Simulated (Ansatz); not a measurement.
C3H8OSi

Input

```
crystal:
  periodic: [false, false, false]
  atoms:
    - { symbol: Si, position_ang: [-1.7932, 0.2405, -0.6281] }
    - { symbol: C, position_ang: [-0.3382, 0.0075, 0.526] }
    - { symbol: C, position_ang: [0.7924, -0.8011, -0.0731] }
    - { symbol: C, position_ang: [1.7742, 0.3518, 0.4484] }
    - { symbol: O, position_ang: [0.5357, 1.1616, 0.674] }
    - { symbol: H, position_ang: [-2.8195, 1.2564, -0.056] }
    - { symbol: H, position_ang: [-1.3805, 0.7909, -1.9665] }
    - { symbol: H, position_ang: [-2.5083, -0.988, -0.8684] }
    - { symbol: H, position_ang: [-0.6704, -0.3281, 1.5489] }
    - { symbol: H, position_ang: [0.8506, -0.9196, -1.1233] }
    - { symbol: H, position_ang: [0.9942, -1.7696, 0.4387] }
    - { symbol: H, position_ang: [2.2618, 0.1511, 1.3982] }
    - { symbol: H, position_ang: [2.3216, 0.8119, -0.304] }
basis:
  gaussian:
    orbitals: "6-31G*"
hamiltonian:
  xc: hf
output:
  orbitals: {}
```

Command:

```sh
python energy_c3h8osi.py
```

Method: SCF hf, Gaussian basis (Ansatz).

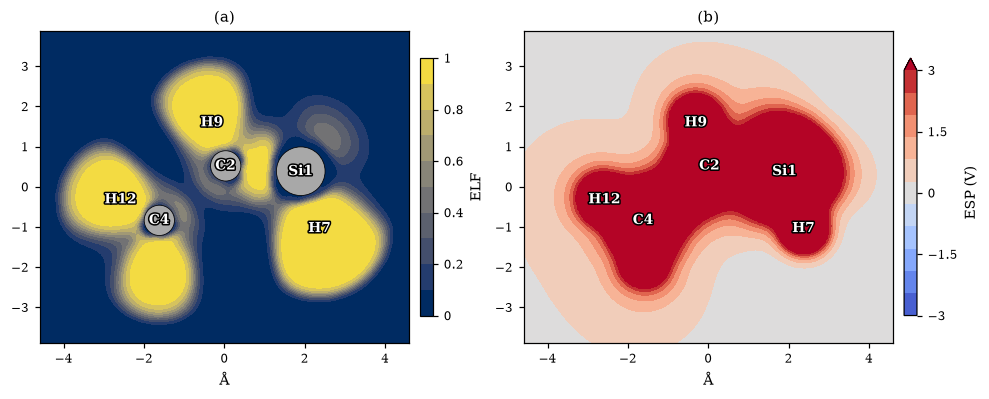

Figure 1. (a) ELF; (b) electrostatic potential on the plane of atoms Si1, C2 and H9. Grey discs cover the atomic cores in the ELF map.

Interpret the plot.

- The plane passes through Si, C and H nuclei.
- C–Si (1.87 Å): the ELF peaks at about 1 between the atoms (a covalent bond).
- The potential has no marked negative region in this plane.

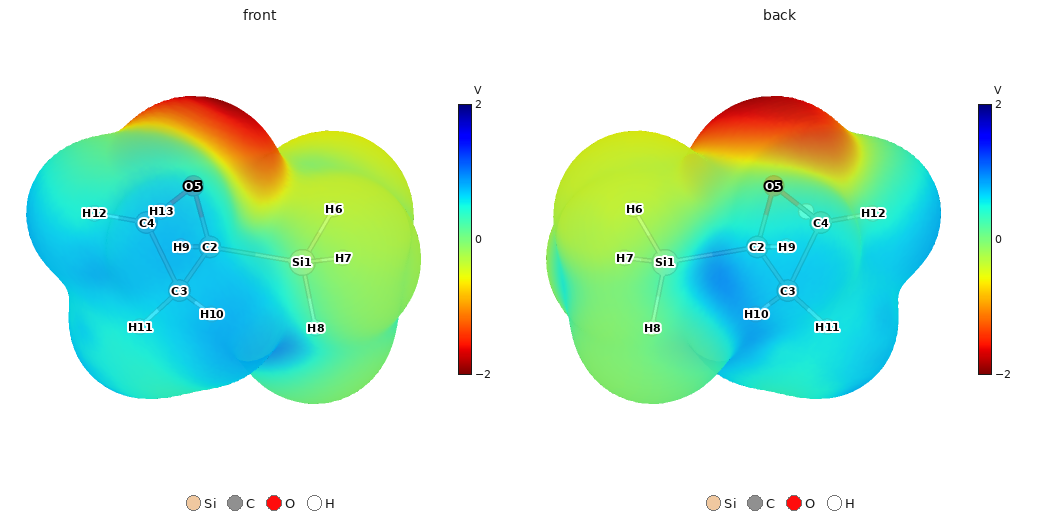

Figure 2. The molecular electrostatic potential painted on the density surface at 0.001 e/bohr³, seen from the front and from behind; the colour scale runs from red (negative) to blue (positive).

Which sites attract a positive test charge, and which a negative one?

A positive charge is drawn to the negative regions and a negative charge to the positive ones. The most negative region (about −1.8 V, or −42 kcal/mol for a unit charge) lies over O5, the most positive (about +0.9 V, or +21 kcal/mol for a unit charge) over Si1. O5 is the likeliest acceptor of a hydrogen bond.

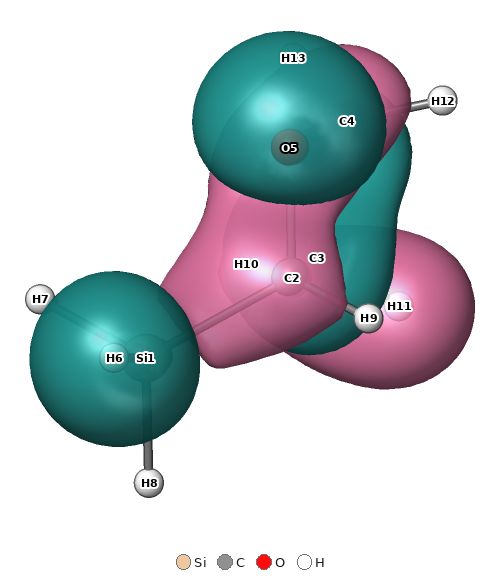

Figure 3. The HOMO−1 at ±0.08 Å⁻³ᐟ² (teal and pink are the two phases), seen at an oblique angle.

Describe this orbital and give its energy.

By Hirshfeld shares it lies mainly on O5 (about 40 %), C3 (about 20 %), C2 (about 10 %), C4 (about 10 %), H6 (about 5 %) and H11 (about 5 %). Its energy is −11.93 eV.

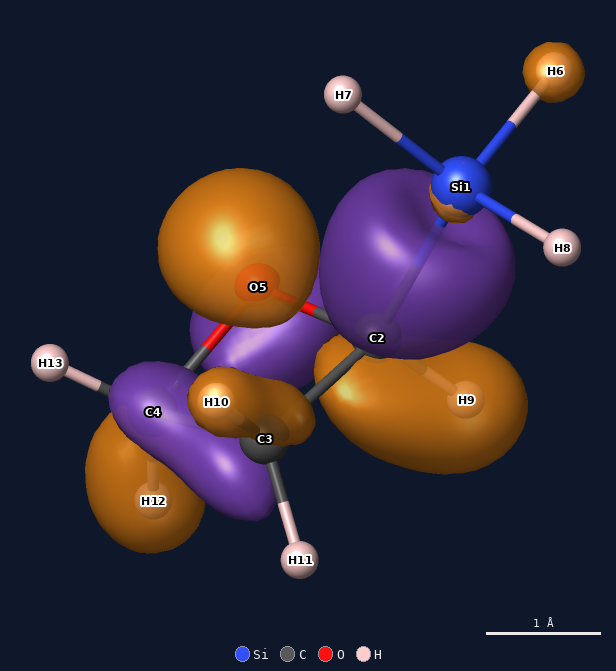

Figure 4. The HOMO at ±0.15 Å⁻³ᐟ² (orange and purple are the two phases), seen at an oblique angle.

Describe this orbital and give its energy.

Its weight (Hirshfeld) is mainly on O5 (about 35 %), C2 (about 20 %), Si1 (about 15 %), C4 (about 5 %) and H9 (about 5 %). Its energy is −10.74 eV.
